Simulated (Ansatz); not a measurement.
# Appearance energy of a fragment ion: CH6OSi → [SiH3]+ + CH3O + e⁻

Species: CH6OSi `CO[SiH3]`, singlet; [SiH3]+ `[SiH3+]`, singlet; CH3O `C[O]`, doublet. 

Shapes, held fixed at every level: PBE0-D4/def2-TZVP. Programs: Ansatz 0.2.0. Electronic energies: no zero-point or thermal term.

| level | kind | ΔE (eV) | less CCSD(T)/CBS estimate |
| --- | --- | --- | --- |
| HF/def2-TZVPP | Hartree–Fock | +11.24 | -1.92 |
| PBE-D4/def2-TZVPP | GGA | +12.87 | -0.29 |
| r2SCAN-D4/def2-TZVPP | meta-GGA | +12.94 | -0.22 |
| PBE0-D4/def2-TZVPP | global hybrid | +12.90 | -0.26 |
| CCSD/def2-SVP | coupled cluster or CI | +12.45 | -0.71 |
| CCSD/def2-TZVPP | coupled cluster or CI | +12.83 | -0.33 |
| CCSD(T)/CBS estimate | coupled cluster or CI | +13.16 | 0.00 |

The highest level, CCSD(T)/CBS estimate, gives ΔE = +13.16 eV; the levels span +11.24 to +13.16. The column of differences is taken from that level and isn't an error. No measured value is set beside it here. Open shells run unrestricted unless RO is named. The CBS estimate extrapolates MP2 from def2-TZVPP and def2-QZVPP and adds CCSD(T) − MP2 in the triple-zeta set, cores frozen. The onset seen in experiment also holds zero-point changes and kinetic shifts.

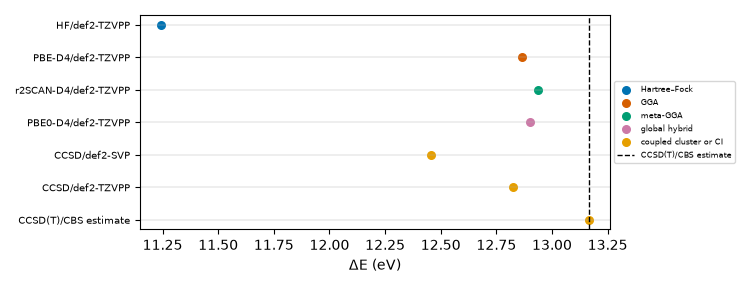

The values of the table, level by level.
